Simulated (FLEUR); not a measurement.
# Fixed-spin-moment curve of NiPt with FLEUR, part 2 of 2

Wanted: E(M) for NiPt, with its minima.

FLEUR MaX-R8.1; PBEsol; all-electron FLAPW, Dirac cores, scalar-relativistic bands.

So far, magnetization (μB): step 2 (unconstrained state) 1.06; step 4 (with continued, fixed moment 1.106 μB a cell) 1.11.

## 5. Moment fixed at 0.83 μB

inp.xml

```
<?xml version="1.0" encoding="UTF-8" standalone="no"?>
<fleurInput fleurInputVersion="0.39">
   <comment>
      NiPt
   </comment>
   <calculationSetup>
      <cutoffs Kmax="3.6" Gmax="10.8" GmaxXC="10.8" numbands="0"/>
      <scfLoop itmax="90" minDistance="0.00002" maxIterBroyd="15" imix="Anderson" alpha="0.05" precondParam="0.0" spinf="2.0" sdNocoIR="T"/>
      <coreElectrons ctail="T" frcor="F" kcrel="0" coretail_lmax="0"/>
      <xcFunctional name="PBEs" relativisticCorrections="F"/>
      <magnetism jspins="2" fixed_moment="0.83"/>
      <soc l_soc="F" theta="0.0" phi="0.0" spav="F"/>
      <expertModes spex="0" secvar="F"/>
      <geometryOptimization l_f="F" forcealpha="1.0" forcemix="BFGS" epsdisp="0.00001" epsforce="0.00001"/>
      <ldaU l_linMix="F" mixParam="0.05" spinf="1.0"/>
   </calculationSetup>
   <cell>
      <bzIntegration valenceElectrons="34.0" mode="hist" fermiSmearingEnergy="0.00293995">
         <kPointListSelection listName="default-1"/>
         <xi:include xmlns:xi="http://www.w3.org/2001/XInclude" href="kpts.xml"> </xi:include>
      </bzIntegration>
      <xi:include xmlns:xi="http://www.w3.org/2001/XInclude" href="sym.xml"> </xi:include>
      <bulkLattice scale="1.0">
         <bravaisMatrix>
            <row-1>    5.1210440250039140     0.0000000000000000     0.0000000000000000</row-1>
            <row-2>    0.0000000000000000     5.1210440250039140     0.0000000000000000</row-2>
            <row-3>    0.0000000000000000     0.0000000000000000     6.7620447861786719</row-3>
         </bravaisMatrix>
      </bulkLattice>
   </cell>
   <atomSpecies>
      <species name="Nickel (Ni1.000" element="Ni" atomicNumber="28">
         <mtSphere radius="2.42" gridPoints="801" logIncrement="0.015"/>
         <atomicCutoffs lmax="10" lnonsphr="8"/>
         <electronConfig flipSpins="F">
            <coreConfig>(1s1/2) (2s1/2) (2p1/2) (2p3/2)</coreConfig>
            <valenceConfig>(3s1/2) (3p1/2) (3p3/2) (4s1/2) (3d3/2) (3d5/2)</valenceConfig>
            <stateOccupation state="(3d3/2)" spinUp="1.6" spinDown="1.6"/>
            <stateOccupation state="(3d5/2)" spinUp="2.9" spinDown="1.9"/>
         </electronConfig>
         <energyParameters s="4" p="4" d="3" f="4"/>
         <lo type="SCLO" l="0" n="3" eDeriv="0"/>
         <lo type="SCLO" l="1" n="3" eDeriv="0"/>
      </species>
      <species name="Platinum (Pt)" element="Pt" atomicNumber="78">
         <mtSphere radius="2.42" gridPoints="801" logIncrement="0.017"/>
         <atomicCutoffs lmax="10" lnonsphr="8"/>
         <electronConfig flipSpins="F">
            <coreConfig>(1s1/2) (2s1/2) (2p1/2) (2p3/2) (3s1/2) (3p1/2) (3p3/2) (4s1/2) (3d3/2) (3d5/2) (4p1/2) (4p3/2) (5s1/2) (4d3/2) (4d5/2) (4f5/2) (4f7/2)</coreConfig>
            <valenceConfig>(5p1/2) (5p3/2) (6s1/2) (5d3/2) (5d5/2)</valenceConfig>
            <stateOccupation state="(6s1/2)" spinUp="0.500000" spinDown="0.500000"/>
            <stateOccupation state="(5d3/2)" spinUp="1.800000" spinDown="1.800000"/>
            <stateOccupation state="(5d5/2)" spinUp="2.700000" spinDown="2.700000"/>
         </electronConfig>
         <energyParameters s="6" p="6" d="5" f="5"/>
         <lo type="SCLO" l="1" n="5" eDeriv="0"/>
      </species>
   </atomSpecies>
   <atomGroups>
      <atomGroup species="Nickel (Ni1.000">
         <relPos label="                   1">1.000/2.000 1.000/2.000 1.000/2.000</relPos>
         <force calculate="T" relaxXYZ="TTT"/>
      </atomGroup>
      <atomGroup species="Platinum (Pt)">
         <relPos label="                   2">.0000000000 .0000000000 .0000000000</relPos>
         <force calculate="T" relaxXYZ="TTT"/>
      </atomGroup>
   </atomGroups>
   <output dos="F" band="F" slice="F">
      <bandDOS minEnergy="-.5*Htr" maxEnergy="0.5*Htr" sigma="0.015" storeEVData="T"/>
      <plotting iplot="0" polar="F">
         <plot TwoD="T" vec1="  1.0  0.0  0.0" vec2="  0.0  1.0  0.0" vec3="  0.0  0.0  1.0" zero="  0.0  0.0  0.0" file="plot"/>
      </plotting>
      <moessbauerParams electricFieldGradient="F" isomerShift="F" coreHyperfine="F" valenceHyperfine="F"/>
   </output>
</fleurInput>
```

Command:

```sh
> OMP_NUM_THREADS=1 mpirun -n 4 fleur_MPI > fleur.log
```

Log:

```text
[banner, memory and clock lines left out]
Welcome to FLEUR        (www.flapw.de)
      MaX-Release 8.1          (www.max-centre.eu)

 ========== k-point set info ==========
 Selected k-point list: default-1
 k-point list type: mesh
 0 x 0 x 0
 Number of k points: 128

 [... set-up left out ...]
 Iteration:     1   Distance:       3.99844152 me/bohr^3
 Iteration:     2   Distance:       3.75475395 me/bohr^3
 Iteration:     3   Distance:       2.94372297 me/bohr^3
 Iteration:     4   Distance:       0.39299576 me/bohr^3
 Iteration:     5   Distance:       0.32256078 me/bohr^3
[...]
<sumOfEigenvalues value="   -12193.6596228091">
               <coreElectrons value="-12172.5674095898"/>
               <valenceElectrons value="-21.0922132193"/>
            </sumOfEigenvalues>
         [... left out ...]
            <freeEnergy value="-19961.1450662387"/>
            <extrapolationTo0K value="-19961.1436702205"/>
         </totalEnergy>
         <densityConvergence units="me/bohr^3">
            <chargeDensity spin="1" distance="0.0000079153"/>
            <chargeDensity spin="2" distance="0.0000079106"/>
            <overallChargeDensity distance="0.0000131042"/>
            <spinDensity distance="0.0000088734"/>
         </densityConvergence>
      </iteration>
```

Run time: 17 s. Hardware: 4 MPI ranks of Intel Xeon 6975P-C (Granite Rapids), shared host; peak memory 0.25 GiB; 69 s of CPU time.

Numbers from this step:

- magnetization: 0.83 μB

Its energy lies +4.2 meV a cell from the free run's.

## 6. Moment fixed at 1.383 μB

Edit inp.xml of step 5 so:

```diff
@@ -10,3 +10,3 @@
       <xcFunctional name="PBEs" relativisticCorrections="F"/>
-      <magnetism jspins="2" fixed_moment="0.83"/>
+      <magnetism jspins="2" fixed_moment="1.383"/>
       <soc l_soc="F" theta="0.0" phi="0.0" spav="F"/>
```

Log:

```text
[banner, memory and clock lines left out]
Welcome to FLEUR        (www.flapw.de)
      MaX-Release 8.1          (www.max-centre.eu)

 ========== k-point set info ==========
 Selected k-point list: default-1
 k-point list type: mesh
 0 x 0 x 0
 Number of k points: 128

 [... set-up left out ...]
 Iteration:     1   Distance:       5.51902735 me/bohr^3
 Iteration:     2   Distance:       5.06167412 me/bohr^3
 Iteration:     3   Distance:       3.90654833 me/bohr^3
 Iteration:     4   Distance:       0.46934379 me/bohr^3
 Iteration:     5   Distance:       0.56552082 me/bohr^3
[...]
<sumOfEigenvalues value="   -12193.5995822308">
               <coreElectrons value="-12172.4587239084"/>
               <valenceElectrons value="-21.1408583225"/>
            </sumOfEigenvalues>
         [... left out ...]
            <freeEnergy value="-19961.1445309811"/>
            <extrapolationTo0K value="-19961.1435371594"/>
         </totalEnergy>
         <densityConvergence units="me/bohr^3">
            <chargeDensity spin="1" distance="0.0000062533"/>
            <chargeDensity spin="2" distance="0.0000125105"/>
            <overallChargeDensity distance="0.0000122279"/>
            <spinDensity distance="0.0000155471"/>
         </densityConvergence>
      </iteration>
```

Run time: 18 s. Hardware: 4 MPI ranks; peak memory 0.25 GiB.

This step gave:

- magnetization: 1.383 μB

Its energy lies +18.8 meV a cell from the free run's.

## 7. E(M)

The other moments were run in the same way.

Energy over the lowest against total spin moment:

```tsv
total spin moment (μB a cell)	energy over the lowest (meV a cell)
0.000	19.2
0.277	17.3
0.553	11.8
0.830	4.19
1.059	0
1.106	0.0778
1.383	18.8
1.659	90.6
```

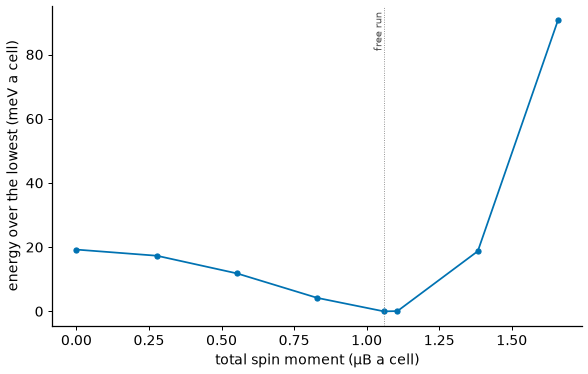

Energy over the lowest, plotted against total spin moment.

Moment, largest sphere moment against total spin moment:

```tsv
total spin moment (μB a cell)	moment, largest sphere moment (μB)
0.000	0
0.277	0.200
0.553	0.397
0.830	0.589
1.059	0.737
1.106	0.766
1.383	0.929
1.659	1.08
```

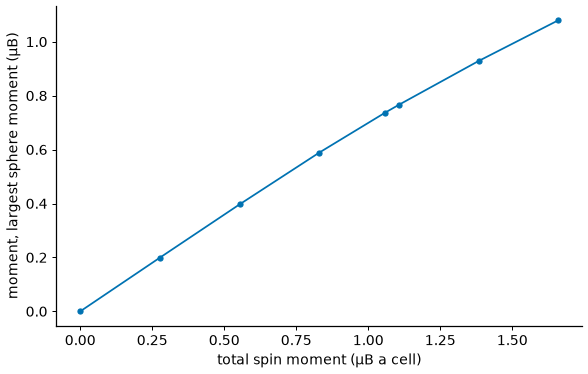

Moment, largest sphere moment against total spin moment.

## 8. What came out

* moment of the free run: 1.06 μB a cell
* moment of the lowest point: 1.06 μB a cell
* energy of the spinless run: 19.2 meV a cell over the lowest

What this shows: The lowest point lies 19.2 meV a cell under the spinless run, in free energy at a smearing of 0.08 eV. The point at zero is the spinless run. Opposed orders, which also have no total moment, were not run.

[Logs and program files are shortened in this print: banners, set-up blocks, solver, clock and traceback lines can be left out without a mark of their own.]

[Logs are printed without paths, hosts, clocks, repeated set-up lines and the standing remarks that a program may print on its own settings, such as how far it seeks lower states.]

[Hosts, paths, dates, database ids (printed as entryN), source tags and the programs' standing remarks are cut or masked in the printed files.]

[Where a cell is said to come from a database of computed structures, the database is the Materials Project.]
